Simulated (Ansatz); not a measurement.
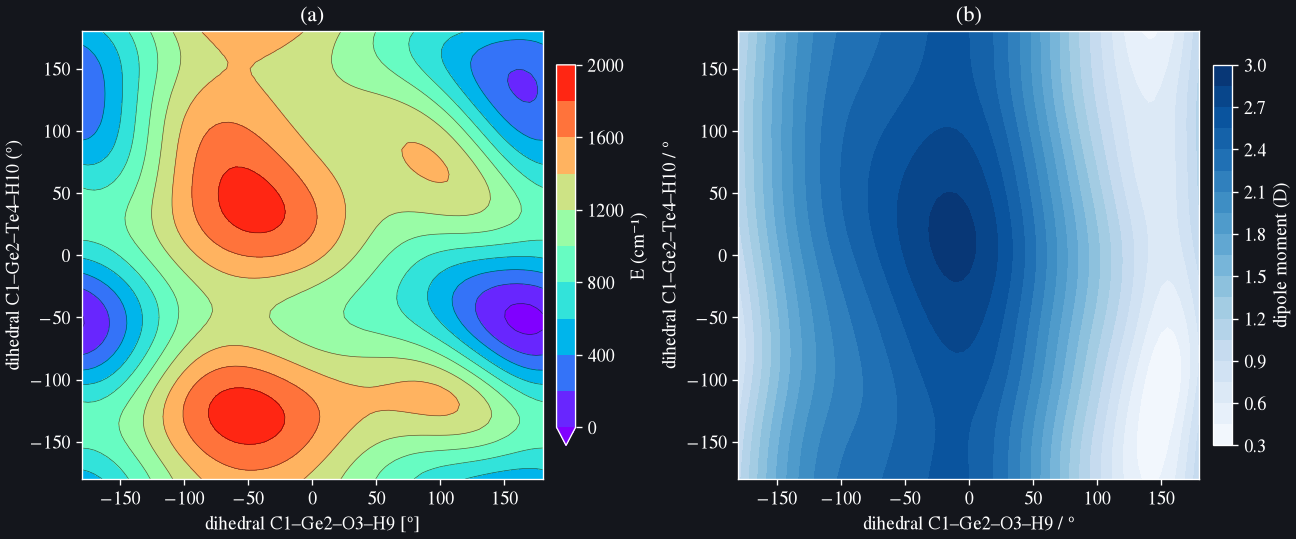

CH₆GeOTe, SMILES [CH3][GeH]([OH])[TeH]. The first coordinate is: dihedral C1–Ge2–O3–H9; the second: dihedral C1–Ge2–Te4–H10. Nothing is relaxed (all other coordinates rigid). The grid has 15 × 15 points. All energies are given in cm⁻¹ relative to the lowest grid point. All numbers below come from RKS PBE0-D4/def2-SVP (Ansatz 0.2.0).

Panel (a) is the energy; panel (b) is the computed dipole moment, in D.

The picture shows filled contours. Between grid points the surface is interpolated.

How does the dipole moment vary over the map, and what is it at the lowest grid point?

Answer. Leaving out the highest fifth of the energies, it runs from 0.32 D at dihedral C1–Ge2–O3–H9 = 156°, dihedral C1–Ge2–Te4–H10 = −108° to 2.87 D at dihedral C1–Ge2–O3–H9 = −12°, dihedral C1–Ge2–Te4–H10 = −12°. At the lowest grid point, dihedral C1–Ge2–O3–H9 = −180°, dihedral C1–Ge2–Te4–H10 = −60°, it is 0.77 D.
